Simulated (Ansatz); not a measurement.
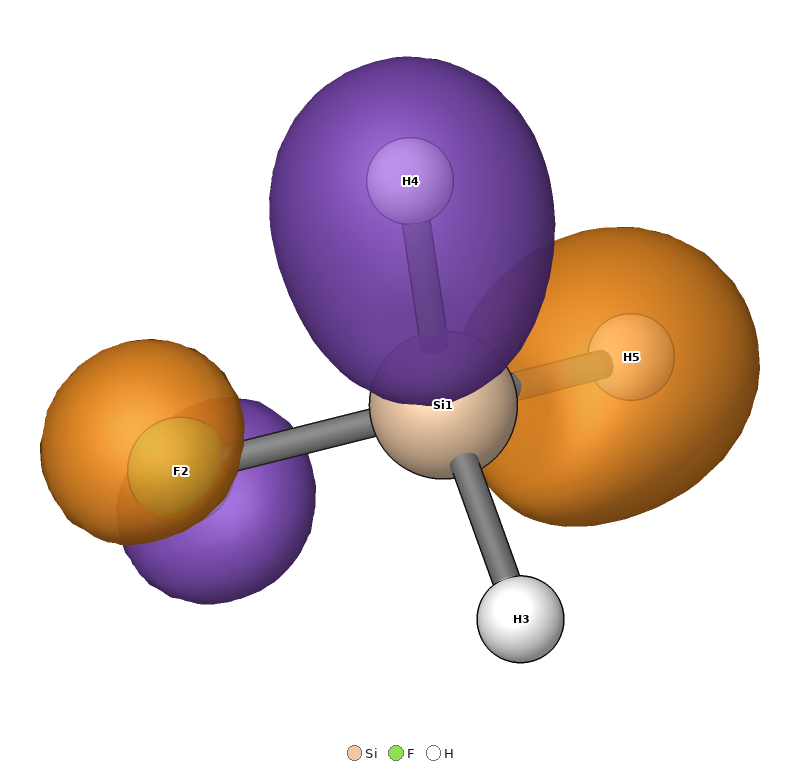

*FH$_{3}$Si. The HOMO at ±0.2 Å⁻³ᐟ² (orange and purple are the two phases), seen at a tilt.*

The calculation used RKS PBE/def2-SVP (Ansatz).

```yaml
atoms:
  - { symbol: Si, position_ang: [0.0003, 0.0000, -0.0124] }
  - { symbol: F, position_ang: [0.0001, 0.0000, 1.6265] }
  - { symbol: H, position_ang: [1.4219, 0.0000, -0.4940] }
  - { symbol: H, position_ang: [-0.7105, 1.2311, -0.4943] }
  - { symbol: H, position_ang: [-0.7105, -1.2311, -0.4943] }
```

Question: Where does this orbital lie, and at what energy?

Answer: It lies mainly on Si1 (about 30 %), F2 (about 25 %), H4 (about 20 %) and H5 (about 20 %). It is one of a degenerate set, so its orientation is arbitrary. Its energy is −8.14 eV.
